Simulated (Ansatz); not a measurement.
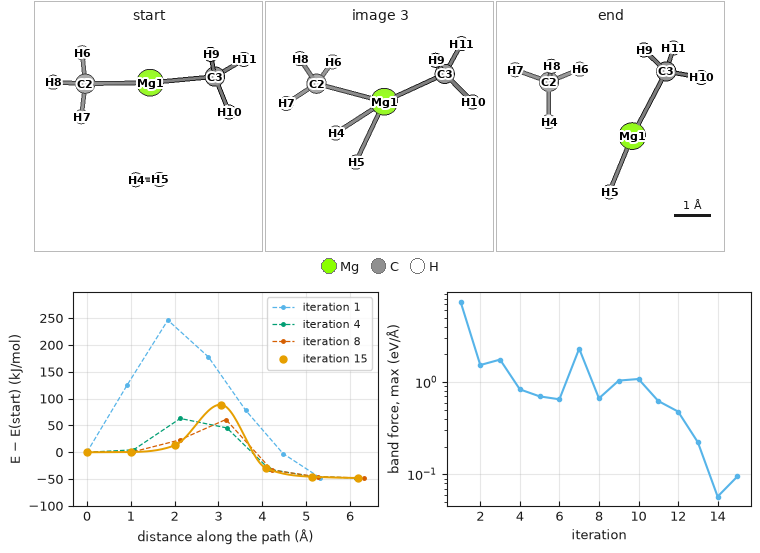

A nudged-elastic-band calculation for C2H8Mg, made up of C$_{2}$H$_{6}$Mg and H$_{2}$. Images are numbered from 0 (start) to 6 (end). The plot follows the band through its iterations. A ball-and-stick model, seen at a tilt.

Method: RKS PBE-D4/def2-SVP (Ansatz 0.2.0). Run with 5 movable images; climbing image; force threshold 0.2 eV/Å; iteration limit 60; starting path through a guess of the saddle point.

Q: Did the band converge, and can the barrier be trusted?

A: The run met only a loose threshold, so the barrier can't be trusted yet. The band converged in 15 iterations. The largest component of the band force went from 7.5 to 0.095 eV/Å. The climbing image converged on the top of the path. Its curvatures weren't checked. The force threshold is so loose that the height of the top is at best an upper bound. The first iteration put the highest image at 246.3 kJ/mol. Forward barrier 88.7 kJ/mol, backward barrier 136.5 kJ/mol, with image 3 at the top; the reaction energy is −47.8 kJ/mol.

Limits of the set-up: the start holds two separate molecules, 2.7 Å apart at their closest, whose relative position is a soft coordinate.
